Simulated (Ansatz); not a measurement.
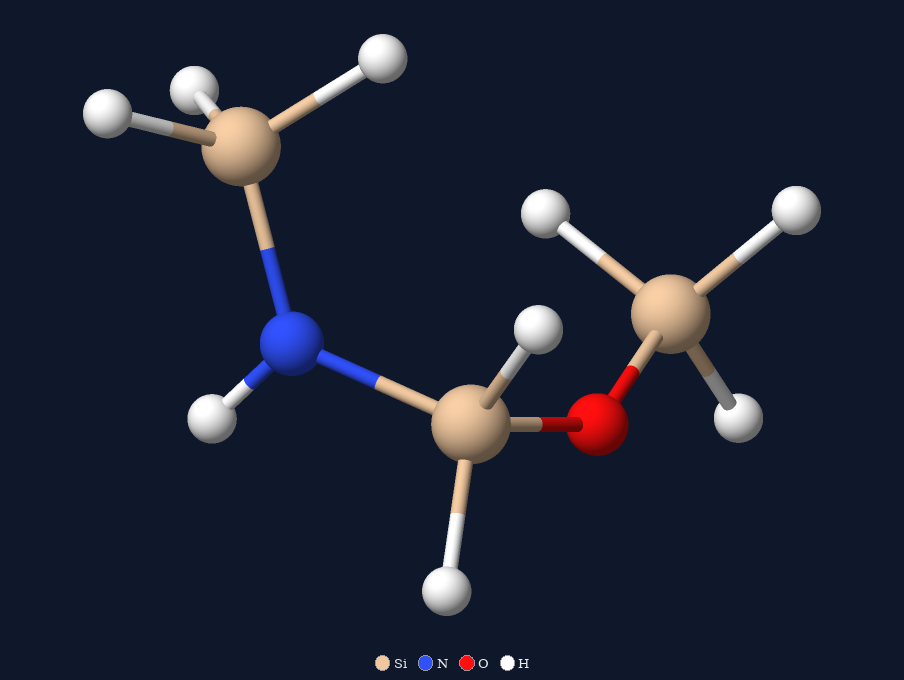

Figure made from data computed with Ansatz.

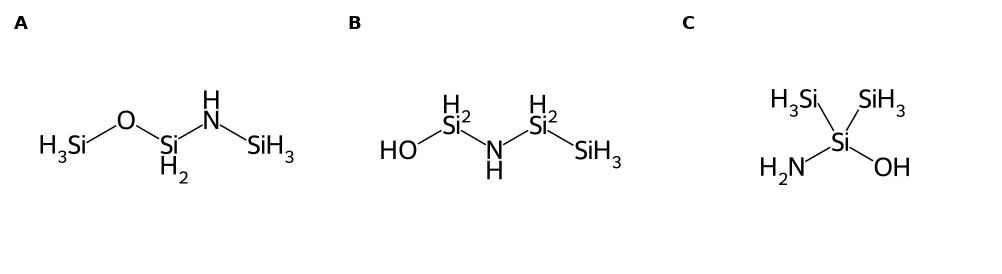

Question: The first picture shows one of the molecules drawn in the second. Which?

Answer: A, `[SiH3]N[SiH2]O[SiH3]`.
